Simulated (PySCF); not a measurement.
Run report: C3H10Si, NMR shielding calculation

The run: NMR shielding calculation of C3H10Si. Method and program: GIAO BLYP/pcSseg-2 NMR shielding, non-relativistic, gas phase (PySCF 2.14.0).

The geometry comes from this level: PBE0-D3(BJ)/def2-SVP. Figures and captions count atoms from 1; the log counts them from 0 in places.

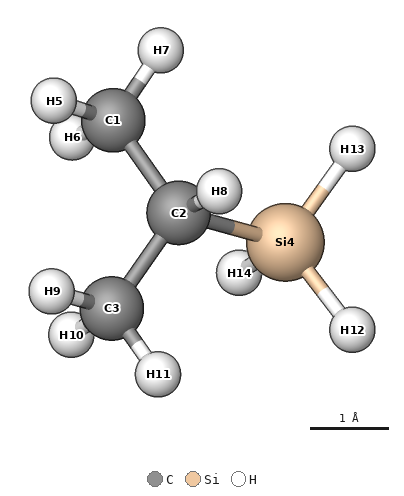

*The structure (ball-and-stick view, seen at a tilt; atoms are numbered from 1 in the order of the input).*

Bond lengths as drawn: C–C 1.53 Å, C–H 1.10 to 1.11 Å, C–Si 1.90 Å and H–Si 1.50 Å.

### Summary

| quantity | value |
| --- | --- |
| outcome | converged |
| total energy | −409.802092 hartree |
| HOMO | −6.79 eV |
| LUMO | −0.31 eV |
| dipole moment | 0.88 D |
| isotropic shielding, C | 152.0 to 157.2 ppm |
| isotropic shielding, Si | 368.4 ppm |
| isotropic shielding, H | 27.5 to 30.5 ppm |
| hardware | 1 CPU thread, shared host |
| wall time | 43 s |
| peak memory | 0.89 GiB |

### The input
```
{"job": {"kind": "nmr", "xc": "BLYP", "basis": "pcSseg-2", "pop": false}, "charge": 0, "multiplicity": 1}
C     -0.318340     1.272637    -0.585524
C      0.030937     0.153570     0.395229
C     -0.843122    -1.081513     0.183605
Si     1.874389    -0.276932     0.309265
H     -1.380146     1.558655    -0.498081
H     -0.152324     0.956337    -1.628895
H      0.284313     2.178439    -0.414696
H     -0.135843     0.527020     1.423046
H     -1.913152    -0.828532     0.270590
H     -0.692392    -1.511770    -0.820491
H     -0.629102    -1.873297     0.918559
H      2.225238    -1.326897     1.316816
H      2.709030     0.936752     0.574529
H      2.217045    -0.797000    -1.053157
```

The first line tells a small driver script what to run in PySCF; the rest is the geometry in Å.

Run as:
```bash
OMP_NUM_THREADS=1 python <driver script> task.json out
```

### The program's output
```
coarse grid: 11088 points
cycle   1  E = -409.6959033505  dE = -1.102e-01  |g| = 5.882e-01  |ddm| = 2.351e+00
cycle   2  E = -409.4979076382  dE =  1.980e-01  |g| = 1.021e+00  |ddm| = 1.183e+00
cycle   3  E = -409.7862618572  dE = -2.884e-01  |g| = 1.021e-01  |ddm| = 8.643e-01
cycle   4  E = -409.7886893462  dE = -2.427e-03  |g| = 4.399e-02  |ddm| = 1.179e-01
cycle   5  E = -409.7891111991  dE = -4.219e-04  |g| = 1.256e-02  |ddm| = 3.226e-02
cycle   6  E = -409.7891475967  dE = -3.640e-05  |g| = 1.566e-03  |ddm| = 1.107e-02
cycle   7  E = -409.7891483249  dE = -7.283e-07  |g| = 4.024e-04  |ddm| = 2.515e-03
final grid: 99272 points
cycle   8  E = -409.8020749366  dE = -1.008e-04  |g| = 8.305e-03  |ddm| = 5.706e-02
cycle   9  E = -409.8020399602  dE =  3.498e-05  |g| = 1.397e-02  |ddm| = 1.490e-02
cycle  10  E = -409.8020916185  dE = -5.166e-05  |g| = 1.226e-03  |ddm| = 1.030e-02
cycle  11  E = -409.8020919367  dE = -3.182e-07  |g| = 4.226e-04  |ddm| = 1.151e-03
cycle  12  E = -409.8020919757  dE = -3.895e-08  |g| = 1.159e-04  |ddm| = 2.940e-04
cycle  13  E = -409.8020919787  dE = -3.020e-09  |g| = 2.481e-05  |ddm| = 1.206e-04
cycle  14  E = -409.8020919789  dE = -1.938e-10  |g| = 4.058e-06  |ddm| = 3.267e-05
```

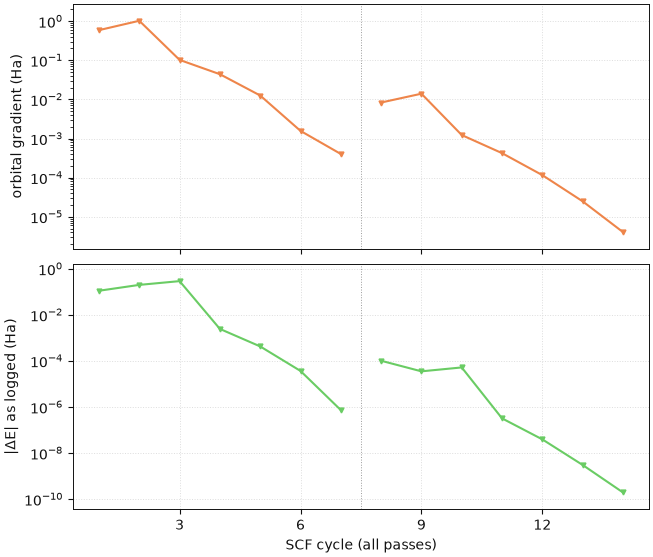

*Convergence of the self-consistent field: orbital gradient and size of the energy change against the SCF cycle. The dotted line marks the change from a coarse to the final integration grid.*

The first 7 cycles use a coarse grid, the final grid takes over at cycle 8, and the field converges after 14 cycles in all.

```
converged SCF energy = -409.8020919789

GIAO shielding tensors (ppm)
atom      isotropic    diamagn.    paramagn.     s11        s22        s33       span
  0 C      151.984     239.871     -87.887    136.387    142.558    177.006     40.619
  1 C      157.176     239.542     -82.366    148.363    160.380    162.787     14.424
  2 C      152.136     239.960     -87.824    136.839    142.527    177.042     40.203
  3 Si     368.375     878.199    -509.824    331.097    332.728    441.299    110.202
  4 H       30.112      29.917       0.195     26.430     27.741     36.165      9.735
  5 H       30.524      30.518       0.005     27.478     28.750     35.344      7.866
  6 H       29.999      30.147      -0.148     25.777     28.152     36.067     10.290
  7 H       30.206      30.923      -0.716     26.828     28.389     35.403      8.575
  8 H       30.123      29.986       0.138     26.442     27.768     36.161      9.719
  9 H       30.525      30.575      -0.050     27.440     28.772     35.364      7.923
 10 H       29.997      30.188      -0.191     25.792     28.104     36.097     10.305
 11 H       27.472      29.044      -1.572     24.525     25.584     32.309      7.784
 12 H       27.487      29.056      -1.569     24.536     25.620     32.306      7.770
 13 H       27.799      29.234      -1.435     25.463     26.117     31.818      6.355
```

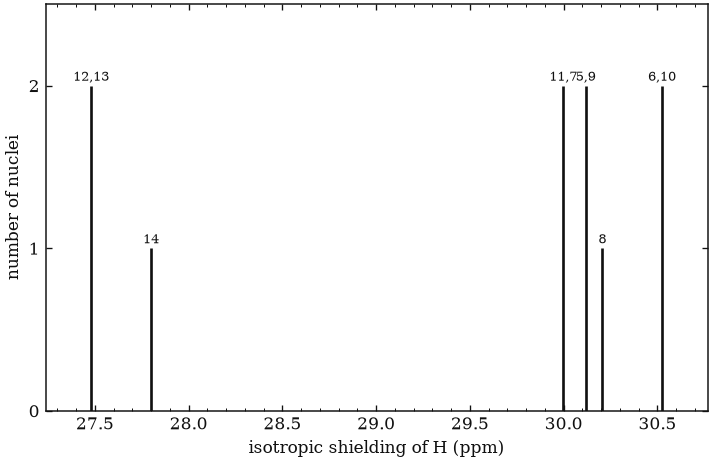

*Isotropic shieldings of the hydrogen nuclei in this fixed geometry, labelled by atom number; shielding grows to the right, so chemical shift grows to the left.*

The least shielded is H12 (27.5 ppm), the most shielded H10 (30.5 ppm).
